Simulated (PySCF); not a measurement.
```xyz
2

Co    0.0000    0.0000   -0.0258
H     0.0000    0.0000    1.5062
```

Method: PySCF, PBE0/def2-TZVPPD, non-relativistic Hamiltonian with scalar-relativistic core potentials where named, at a bond length of 1.532 Å.

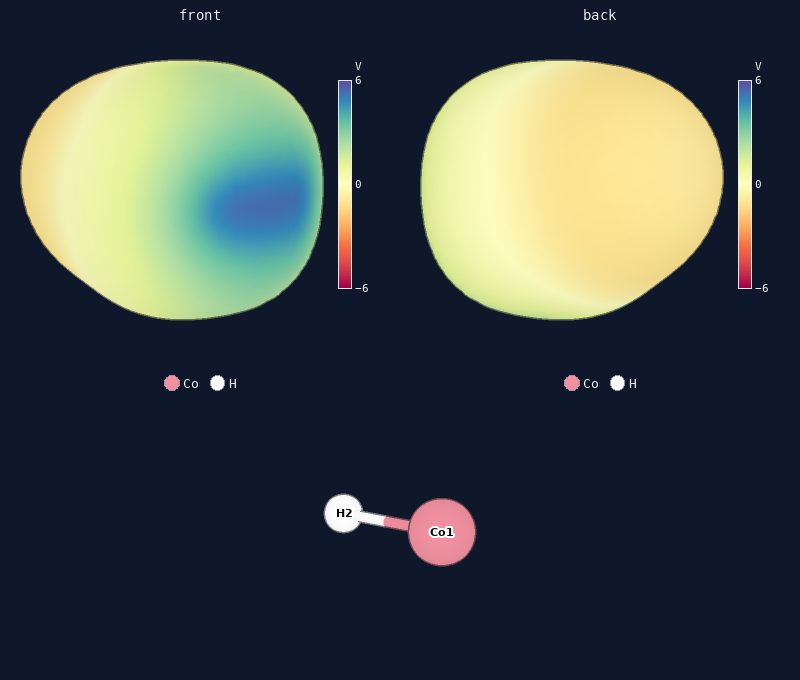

CoH (triplet). The molecular electrostatic potential painted on the density surface at 0.004 e/bohr³, seen from the front and from behind; red is negative and blue positive. The bare structure is drawn below in the same view.

### Describe the electrostatic potential map.

The most negative region (about −1.0 V) lies over H2, the most positive (about +5.3 V) over Co1.
